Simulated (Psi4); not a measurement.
# FNO-CCSD(T)/cc-pVDZ (occ tolerance 1e-05, sweep point 5) run of SiF2 (SMILES F[Si]F)

What is the energy change on altering one bond length of SiF2 at FNO-CCSD(T)/cc-pVDZ (occ tolerance 1e-05, sweep point 5)? 

The calculation is run with Psi4 1.11.

### 1 The molecule

The species is SiF2 (3 atoms), meant as a singlet with charge 0. As SMILES, `F[Si]F`. Geometry: relaxed at GFN2-xTB.

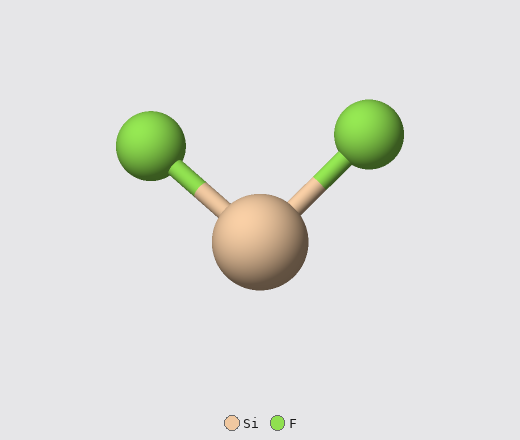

The structure, seen from a chosen angle (silicon light orange, fluorine green).

### 2 The energy at FNO-CCSD(T)/cc-pVDZ (occ tolerance 1e-05, sweep point 5)

job.inp

```
memory 1.6 GB

molecule {
  0 1
  Si     0.004220    -0.007680    -0.744810
  F      1.165930    -0.017340     0.380560
  F     -1.170150     0.025020     0.364240
  symmetry c1
}

set basis cc-pVDZ
set reference rhf
set puream true
set scf_type pk
set num_frozen_docc 7
set occ_tolerance 1e-05

e_tot = energy('fno-ccsd(t)')
print_variables()
```

Started as:

```bash
$ psi4 -n 1 job.inp job.out
```

job.out, cut to the lines that bear on the results:

```text
[...]
  Running in c1 symmetry.
[...]
  Nuclear repulsion =  100.838229127014060
[...]
  Multiplicity = 1
[...]
  Nalpha       = 16
  Nbeta        = 16
[...]
    Number of basis functions: 46
[...]
   @RHF iter   1:  -487.83468095111795   -8.94819e-01   8.66206e-03 DIIS/ADIIS
[...]
   @RHF iter  10:  -487.89311189177505   -5.68434e-12   7.82041e-09 DIIS
[...]
    Orbital Energies [Eh]
    ---------------------
    Doubly Occupied:
       1A    -68.892594     2A    -26.293950     3A    -26.293408
       4A     -6.229752     5A     -4.332382     6A     -4.331076
       7A     -4.330295     8A     -1.608625     9A     -1.577153
      10A     -0.786050    11A     -0.699480    12A     -0.689254
      13A     -0.673794    14A     -0.636905    15A     -0.618526
      16A     -0.417800
[...]
  @RHF Final Energy:  -487.89311189177505
   => Energetics <=
    Nuclear Repulsion Energy =            100.8382291270140598
    One-Electron Energy =                -880.6405904242523093
    Two-Electron Energy =                 291.9092494054631857
    Total Energy =                       -487.8931118917750496
[...]
 Multipole Moments:
 ------------------------------------------------------------------------------------
     Multipole            Electronic (a.u.)      Nuclear  (a.u.)        Total (a.u.)
 ------------------------------------------------------------------------------------
 L = 1.  Multiply by 2.5417464519 to convert [e a0] to [Debye]
 Dipole X            :          0.0032668           -0.0053135           -0.0020467
 Dipole Y            :          0.1116521           -0.9079333           -0.7962812
 Dipole Z            :         -0.0000000            0.0000000           -0.0000000
 Magnitude           :                                                    0.7962838
[...]
      * MP2 total energy:                   -488.345541105386
[...]
      * MP2 total energy:                   -488.345541105386
[...]
      * MP3 total energy:                   -488.347105554053
[...]
      * CCSD total energy:                  -488.358368725582
[...]
      * CCSD(T) total energy                -488.367069080857
[...]
```

Run time: 6.6 s. Hardware: 1 thread of Intel Xeon Platinum 8259CL at 2.50GHz (Skylake/Cascade Lake), shared host; peak memory 0.28 GiB.

### 3 The distorted shape at the same level

f2si.inp

```
memory 1.6 GB

molecule geom {
  0 1
  Si    -0.576661    -0.002850    -1.307520
  F      1.165930    -0.017340     0.380560
  F     -1.751031     0.029850    -0.198470
  symmetry c1
}

set globals {
  basis           cc-pVDZ
  reference       rhf
  puream          true
  scf_type        pk
  num_frozen_docc 7
  occ_tolerance   1e-05
}

energy("fno-ccsd(t)")
print_variables()
```

Started as:

```bash
$ psi4 -i f2si.inp -o f2si.out -n 1
```

f2si.out, cut to the lines that bear on the results:

```text
[...]
  Running in c1 symmetry.
[...]
  Nuclear repulsion =   83.163255960924772
[...]
  Multiplicity = 1
[...]
  Nalpha       = 16
  Nbeta        = 16
[...]
    Number of basis functions: 46
[...]
   @RHF iter   1:  -487.64589433145494   -1.17657e+00   1.16890e-02 ADIIS/DIIS
[...]
   @RHF iter  12:  -487.77388222813119   -8.52651e-13   6.42035e-09 DIIS
[...]
    Orbital Energies [Eh]
    ---------------------
    Doubly Occupied:
       1A    -68.976964     2A    -26.356445     3A    -26.127336
       4A     -6.306498     5A     -4.407385     6A     -4.406788
       7A     -4.404818     8A     -1.648436     9A     -1.361928
      10A     -0.805289    11A     -0.712920    12A     -0.708983
      13A     -0.546678    14A     -0.465796    15A     -0.464708
      16A     -0.424543
[...]
  @RHF Final Energy:  -487.77388222813119
   => Energetics <=
    Nuclear Repulsion Energy =             83.1632559609247721
    One-Electron Energy =                -845.6232447487872150
    Two-Electron Energy =                 274.6861065597312859
    Total Energy =                       -487.7738822281311855
[...]
 Multipole Moments:
 ------------------------------------------------------------------------------------
     Multipole            Electronic (a.u.)      Nuclear  (a.u.)        Total (a.u.)
 ------------------------------------------------------------------------------------
 L = 1.  Multiply by 2.5417464519 to convert [e a0] to [Debye]
 Dipole X            :          1.2010479            0.2307057            1.4317536
 Dipole Y            :         -1.0018673           -1.1365846           -2.1384519
 Dipole Z            :         -0.0000000           -0.0000000           -0.0000000
 Magnitude           :                                                    2.5734986
[...]
      * MP2 total energy:                   -488.237281542430
[...]
      * MP2 total energy:                   -488.237281542430
[...]
      * MP3 total energy:                   -488.233497683371
[...]
      * CCSD total energy:                  -488.249485163084
[...]
      * CCSD(T) total energy                -488.261658597418
[...]
```

Wall time 7.2 s (1 thread of Intel Xeon Platinum 8259CL at 2.50GHz (Skylake/Cascade Lake), shared host); peak memory 0.28 GiB.

### 4 Outcome

Level: FNO-CCSD(T)/cc-pVDZ (occ tolerance 1e-05, sweep point 5), 7 core orbitals frozen.

| quantity | value |
| --- | --- |
| first shape: total energy | -488.36707 Eh |
| first shape: HOMO energy (Hartree–Fock orbitals) | -11.37 eV |
| first shape: LUMO energy (Hartree–Fock orbitals) | 1.04 eV |
| first shape: HOMO–LUMO gap (Hartree–Fock orbitals) | 12.41 eV |
| first shape: correlation energy (7 core orbitals frozen) | -474.0 mEh |
| first shape: (T) correction | -8.70 mEh |
| first shape: T1 diagnostic | 0.016 |
| distorted shape: total energy | -488.26166 Eh |
| distorted shape: HOMO energy (Hartree–Fock orbitals) | -11.55 eV |
| distorted shape: LUMO energy (Hartree–Fock orbitals) | -0.65 eV |
| distorted shape: HOMO–LUMO gap (Hartree–Fock orbitals) | 10.91 eV |
| distorted shape: correlation energy (7 core orbitals frozen) | -487.8 mEh |
| distorted shape: (T) correction | -12.17 mEh |
| distorted shape: T1 diagnostic | 0.029 |
| energy change with the Si1–F2 bond stretched from 1.617 to 2.426 Å | 2.868 eV |

In words: With the Si1–F2 bond stretched from 1.617 to 2.426 Å the energy rises by 2.87 eV (277 kJ/mol). The first shape isn't relaxed at this level, so the change isn't measured from a minimum. The triples (first shape) make up 1.8 % of the correlation energy. The T1 diagnostic (distorted shape) of 0.029 is above the customary mark for such species, so a single reference may not serve. The triples (distorted shape) make up 2.5 % of the correlation energy.
